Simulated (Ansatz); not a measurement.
# CH3BO: a ladder of functionals and wavefunction methods

Aim: compute CH3BO with functionals from several rungs and with coupled cluster, and see how far each lands from CCSD(T) at the basis-set limit for the atomisation energy.

Method: functionals in def2-TZVPP, the program's frozen cores in correlated methods; program: Ansatz 0.2.0, Gaussian basis.

Levels to be run: LDA (SPW92), PBE-D4, revPBE-D4, BLYP-D4, r2SCAN-D4, B97M-V, PBE0-D4, B3LYP-D4, r2SCANh-D4, r2SCAN0-D4, HSE06-D4, BHLYP-D4, CAM-B3LYP-D4, LC-ωPBE, ωB97X-V, ωB97M-V, B2PLYP, PBE-QIDH; CCSD(T)/def2-SVP; CCSD(T)/def2-TZVPP; MP2/def2-QZVPP; extrapolation to the limit; RPA on PBE.

1 further run of the same task is left out (it didn't finish).

### Step 1. The geometry

An earlier PBE0-D4 in a triple-zeta def2 set relaxation fixed the geometry.

SMILES `BC=O`, 6 atoms, charge 0, spin multiplicity 1.

Atoms are counted from 1 here; the program's logs count them from 0.

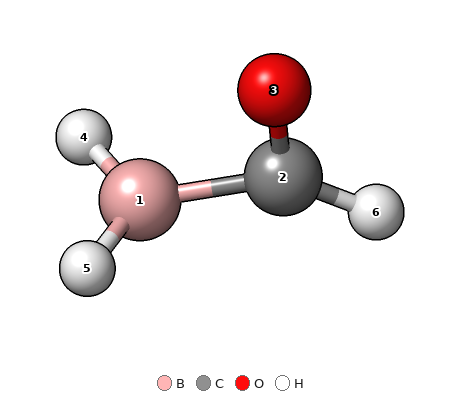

The geometry (boron pink, carbon grey, oxygen red, hydrogen white); atoms are numbered from 1 in the order of the file.

### Step 2. LDA

This LDA is Slater exchange with PW92 correlation.

The input, in.yaml:

```yaml
crystal:
  periodic: [false, false, false]
  atoms:
    - {symbol: B, position_ang: [-0.462827, 0.045822, -0.596545]}
    - {symbol: C, position_ang: [0.395503, -0.275138, 0.638310]}
    - {symbol: O, position_ang: [1.043814, 0.759915, 0.637263]}
    - {symbol: H, position_ang: [-0.027435, -0.215556, -1.675031]}
    - {symbol: H, position_ang: [-1.459290, 0.682633, -0.446357]}
    - {symbol: H, position_ang: [0.552234, -1.061776, 1.396161]}
basis:
  gaussian: {orbitals: def2-TZVPP}
hamiltonian: {xc: lda}
output: {orbitals: {seedname: orbitals}}
```

Run with:

```
$ ansatz run in.yaml --threads 2 --pin off --events-out ev --progress --plain --max-ram 4352MiB
```

The runs that follow: PBE-D4 (GGA); revPBE-D4 (GGA); BLYP-D4 (GGA); r2SCAN-D4 (meta-GGA); B97M-V (meta-GGA); PBE0-D4 (hybrid); B3LYP-D4 (hybrid); r2SCANh-D4 (hybrid); r2SCAN0-D4 (hybrid); HSE06-D4 (hybrid); BHLYP-D4 (hybrid); CAM-B3LYP-D4 (range-separated); LC-ωPBE (range-separated); ωB97X-V (range-separated); ωB97M-V (range-separated); B2PLYP (double hybrid); PBE-QIDH (double hybrid); CCSD(T) in def2-SVP; CCSD(T) in def2-TZVPP; MP2 in def2-QZVPP; RPA on PBE orbitals.

Before running them: what should the planned runs give, taken together? Wanted: atomisation energy, CCSD(T)/CBS; farthest beyond LDA; mean size of error, GGA; mean size of error, meta-GGA; mean size of error, hybrid; mean size of error, range-separated; mean size of error, double hybrid; gap, smallest and largest; T1 diagnostic.

**Answer**, as computed:

| quantity | value |
| --- | --- |
| atomisation energy, CCSD(T)/CBS | 2258.7 kJ/mol |
| functionals within 11.3 kJ/mol (0.5 %) | r2SCANh-D4, LC-ωPBE, B2PLYP, PBE-QIDH |
| farthest beyond LDA | PBE-D4 (+89.3 kJ/mol) |
| mean size of error, GGA | 52.5 kJ/mol |
| mean size of error, meta-GGA | 26.3 kJ/mol |
| mean size of error, hybrid | 28.3 kJ/mol |
| mean size of error, range-separated | 18.3 kJ/mol |
| mean size of error, double hybrid | 4.8 kJ/mol |
| gap, smallest and largest | 3.59 eV (LDA (SPW92)), 11.59 eV (LC-ωPBE) |
| T1 diagnostic | 0.0213 |
| triples share of the correlation energy | 4.1 % |

**Reading.** LDA overbinds by 369.7 kJ/mol (16 %). PBE-D4 is off by +89.3 kJ/mol. Double hybrids carry the basis error of their MP2 part in triple zeta, and no dispersion term here, so their miss is partly the set-up's. By mean error the best rung here is double hybrid (4.8 kJ/mol) and the worst beyond LDA is GGA (52.5 kJ/mol). The reference freezes the cores and leaves out relativity and excitations past (T), so misses under about 11.3 kJ/mol can't be ranked. Hartree-Fock recovers 72 % of the binding; the rest is correlation. CCSD(T) in def2-SVP is off by -93.9 kJ/mol, so the small basis spoils what the method gains. The gap grows from 3.6 to 11.6 eV across the functionals, mostly with the share of exact exchange. T1 = 0.021 passes the customary mark of 0.02 by a little.
